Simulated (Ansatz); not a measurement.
**ClGa···HBr: density, localisation and related maps**

Input

```
crystal:
  periodic: [false, false, false]
  atoms:
    - {symbol: Ga, position_ang: [1.743384, 0.521830, -0.181954]}
    - {symbol: Br, position_ang: [-1.143739, -0.579171, -1.443396]}
    - {symbol: H, position_ang: [-1.013303, -0.324139, -0.031591]}
    - {symbol: Cl, position_ang: [0.413657, 0.381380, 1.656942]}
basis:
  gaussian: {orbitals: def2-TZVPP}
hamiltonian: {xc: pbe0, dispersion: d4}
output: {orbitals: {seedname: orbitals}}
```

Run with:

```sh
ansatz run in.yaml --threads 2 --pin off --events-out ev --progress --plain --max-ram 4352MiB
```

The product side of a reaction path; geometry: PBE0-D4/def2-TZVP.

The calculation used RKS PBE0-D4/def2-TZVPP (Ansatz 0.2.0).

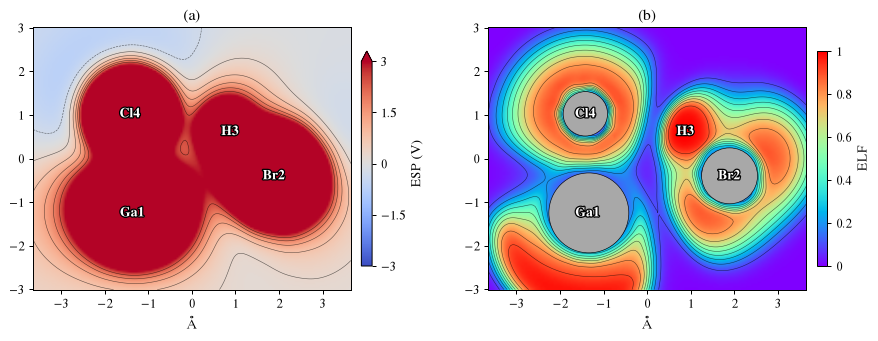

Figure 1. (a) electrostatic potential; (b) electron localisation function on the molecular plane. Grey discs cover the atomic cores in the ELF map.

Read the bonding off the picture.

Answer. The plane passes through Ga, Br, H and Cl nuclei.
Cl4···H3 (2.32 Å): the ELF dips to about 0.15 between them.
Ga–Cl (2.27 Å): the ELF peaks at about 0.85 in the valence shell of Cl, 0.8 Å from its nucleus, and is about 0.55 at the midpoint.
Br–H (1.44 Å): the ELF climbs to about 1 towards the hydrogen, as it does in any bond to H.
The ELF also peaks beside Br2 and Cl4, away from the bonds: lone-pair regions.
Outside the dense part of the complex the potential is most negative (−0.7 V) near Cl4.

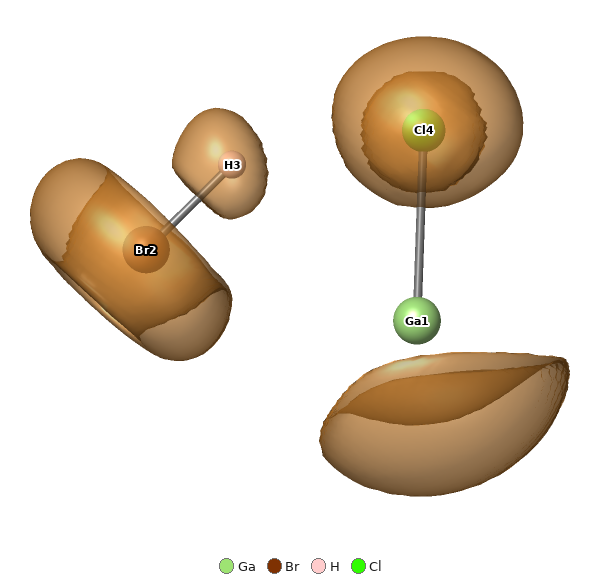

Figure 2. Isosurface of the electron localisation function at 0.8 (orange), seen across its widest extent. Core shells and regions of very low density are left out.

Describe the localisation domains.

Answer. The ELF exceeds this value in one region around a hydrogen nucleus, one ring or bowl of non-bonding electrons around Br, one lobe on Ga, pointing away from the bonds (lone pairs) and one region wrapped around Cl (its valence shell).

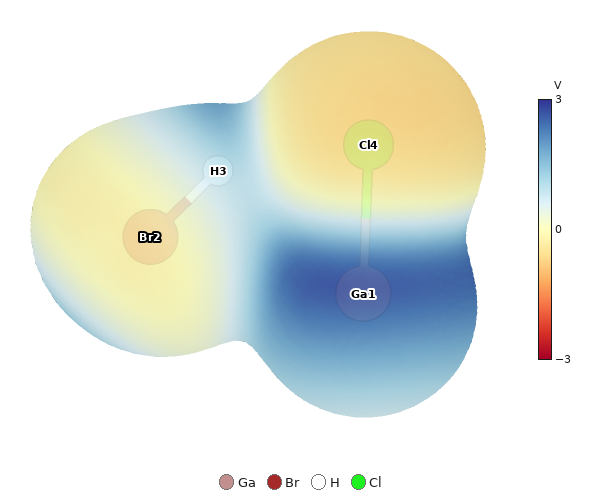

Figure 3. The electrostatic potential painted on the density surface at 0.004 e/bohr³, seen across its widest extent; the colour scale runs from red (negative) to blue (positive).

Where is the surface potential most negative and most positive?

Answer. The most negative region (about −0.7 V) lies over Cl4, the most positive (about +2.7 V) over Ga1. Br2 shows a σ-hole: about +1.3 V at the tip opposite its bond, against about +0.2 V on its flanks.

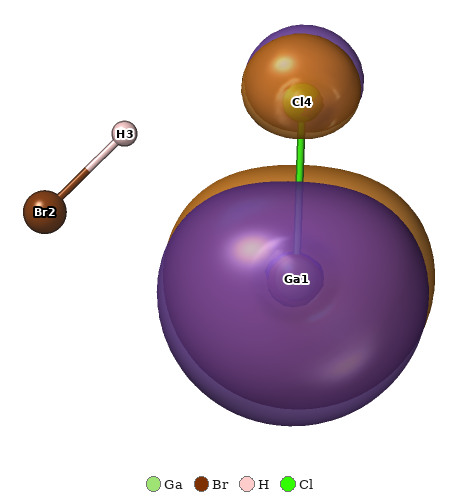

Figure 4. The LUMO at ±0.08 Å⁻³ᐟ² (orange and purple are the two phases), seen at a tilt.

Where does this orbital lie, and at what energy?

Answer. Its weight (Hirshfeld) is mainly on Ga1 (about 90 %) and Cl4 (about 10 %); it changes sign across the molecular plane (π type). Its energy is −1.78 eV.
